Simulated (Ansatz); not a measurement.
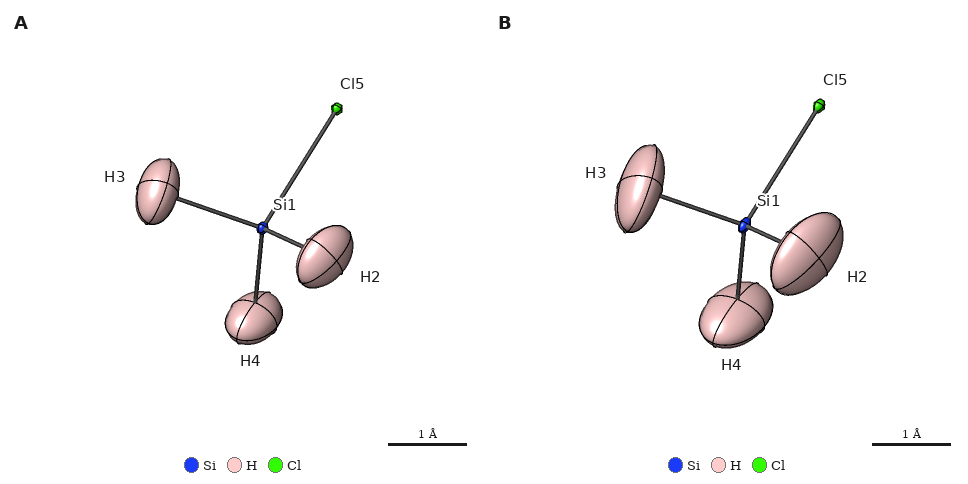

Displacement ellipsoids at the 50 % level, scaled by 2, from the internal vibrations of the free molecule (harmonic, no overall translation or rotation; no half-axis is drawn under 0.075 Å). Vibrations computed with RKS PBE0-D4/def2-TZVP (Ansatz 0.2.0). One panel is for 298 K, the other for 900 K.

Which panel is for 900 K?

B.

How much does the mean-square displacement of H4 grow, and why?

U_eq goes from 0.0138 to 0.0222 Å², a factor of 1.6. Modes below kT (626 cm⁻¹ at 900 K) grow about in proportion to T, and the lowest lies at 552 cm⁻¹; the mean-square amplitude of a mode is its zero-point value times coth(ħω/2kT), which comes close to 1 only above about 3kT.
